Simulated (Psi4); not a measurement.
# SiSbNH6O (SMILES N[SiH](O)[SbH2]): PBE/def2-SVP (density fitting, core potential, sweep point 5)

Aim: energy and gradient of SiSbNH6O. Input form: a Python script.

The calculation is run with Psi4 1.11.

5 further runs of the same task are left out: 5 set aside as unsound or not needed.

## 1. Starting point

The species is SiSbNH6O (10 atoms), meant as a singlet with charge 0. SMILES: `N[SiH](O)[SbH2]`. Geometry: relaxed at PBE0-D4/def2-TZVP. This is one conformer, not always the lowest.

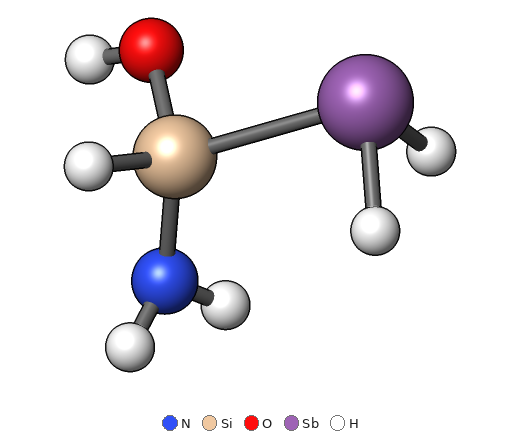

The structure, seen from a chosen angle (nitrogen blue, silicon light orange, oxygen red, antimony purple, hydrogen white).

## 2. Energy and gradient at PBE/def2-SVP (density fitting, core potential, sweep point 5)

File h6nosbsi.py:

```python
import psi4

psi4.set_memory('1600 MB')
psi4.set_num_threads(1)
psi4.core.set_output_file('run.log', False)

mol = psi4.geometry("""
N     -1.201600    -0.243800    -0.809800
Si     0.337100    -0.566600    -0.125200
O      0.200300    -1.620600     1.136300
Sb     1.615900     1.379000     0.976900
H     -1.276600    -0.141200    -1.809300
H     -1.865900     0.345400    -0.333300
H      1.126500    -1.130900    -1.257000
H     -0.390900    -2.363600     0.991700
H      0.154000     1.953800     1.654600
H      1.384300     2.337400    -0.421900
symmetry c1
""")

options = {'basis': 'def2-SVP', 'scf_type': 'df', 'guess': 'modhuckel'}
psi4.set_options(options)

E = psi4.gradient('pbe')
print('gradient / Eh bohr^-1')
print(E.np.round(6))
```

On the command line:

```sh
$ python h6nosbsi.py
```

run.log:

```text
[...]
    !!!  WARNING: ECP capability is in beta. Please check occupations closely.  !!!
[...]
  Running in c1 symmetry.
[...]
  Nuclear repulsion =  266.480582976384653
[...]
  Multiplicity = 1
[...]
  Nalpha       = 29
  Nbeta        = 29
[...]
    Number of basis functions: 102
[...]
   @DF-RKS iter   1:  -655.63454116602566   -6.55635e+02   3.98137e-02 ADIIS/DIIS
[...]
   @DF-RKS iter  15:  -662.88053605383186   -1.47793e-12   2.18134e-09 DIIS
[...]
    Orbital Energies [Eh]
    ---------------------
    Doubly Occupied:
       1A    -65.426095     2A    -18.749409     3A    -13.978622
       4A     -5.475443     5A     -5.074542     6A     -3.745567
       7A     -3.743754     8A     -3.740026     9A     -3.489891
      10A     -3.489056    11A     -3.488384    12A     -1.186466
      13A     -1.185254    14A     -1.182412    15A     -1.181134
      16A     -1.179396    17A     -0.896179    18A     -0.764619
      19A     -0.527712    20A     -0.480516    21A     -0.448273
      22A     -0.424047    23A     -0.341498    24A     -0.310099
      25A     -0.293620    26A     -0.271948    27A     -0.247983
      28A     -0.244525    29A     -0.197099
[...]
  @DF-RKS Final Energy:  -662.88053605383186
   => Energetics <=
    Nuclear Repulsion Energy =            266.4805829763846532
    One-Electron Energy =               -1534.3861633106037061
    Two-Electron Energy =                 662.8143520766174106
    DFT Exchange-Correlation Energy =     -57.7893077962302968
    Empirical Dispersion Energy =           0.0000000000000000
    VV10 Nonlocal Energy =                  0.0000000000000000
    Total Energy =                       -662.8805360538318610
[...]
 Multipole Moments:
 ------------------------------------------------------------------------------------
     Multipole            Electronic (a.u.)      Nuclear  (a.u.)        Total (a.u.)
 ------------------------------------------------------------------------------------
 L = 1.  Multiply by 2.5417464519 to convert [e a0] to [Debye]
 Dipole X            :         47.3301586          -48.1473097           -0.8171511
 Dipole Y            :         53.3283758          -53.5204689           -0.1920931
 Dipole Z            :         27.3369876          -27.8839000           -0.5469125
 Magnitude           :                                                    1.0018727
[...]
  -Total Gradient:
     Atom            X                  Y                   Z
    ------   -----------------  -----------------  -----------------
       1        0.002994677735     0.006439593229    -0.000046487713
       2       -0.007520669178    -0.007641440283     0.007011294898
       3       -0.007283853793     0.002768046545    -0.020222203139
       4       -0.010974822741     0.002242627295    -0.005703399407
       5        0.001639402197    -0.001470114679     0.013235569602
       6        0.009024908608    -0.007891983577    -0.006018029652
       7       -0.003764982971     0.001585409026     0.005847002568
       8        0.008490214798     0.010356426209     0.002647720739
       9        0.006095716839    -0.002384347115    -0.002313996873
      10        0.001380028556    -0.003882701787     0.005454636555
[...]
```

The script printed:

```text
gradient / Eh bohr^-1
[[ 2.9950e-03  6.4400e-03 -4.6000e-05]
 [-7.5210e-03 -7.6410e-03  7.0110e-03]
 [-7.2840e-03  2.7680e-03 -2.0222e-02]
 [-1.0975e-02  2.2430e-03 -5.7030e-03]
 [ 1.6390e-03 -1.4700e-03  1.3236e-02]
 [ 9.0250e-03 -7.8920e-03 -6.0180e-03]
 [-3.7650e-03  1.5850e-03  5.8470e-03]
 [ 8.4900e-03  1.0356e-02  2.6480e-03]
 [ 6.0960e-03 -2.3840e-03 -2.3140e-03]
 [ 1.3800e-03 -3.8830e-03  5.4550e-03]]
```

Run time: 12 s. Hardware: 1 thread of Intel Xeon Platinum 8488C (Sapphire Rapids), shared host; peak memory 0.74 GiB.

## 3. Outcome

At PBE/def2-SVP (density fitting, core potential, sweep point 5):

| quantity | value |
| --- | --- |
| total energy | -662.88054 Eh |
| dipole moment | 2.55 D |
| HOMO energy | -5.36 eV |
| LUMO energy | -0.59 eV |
| HOMO–LUMO gap | 4.78 eV |
| largest force on an atom | 1.114 eV/Å |

What this shows: The largest force is 1.11 eV/Å: the shape isn't a stationary point for this species at this level.
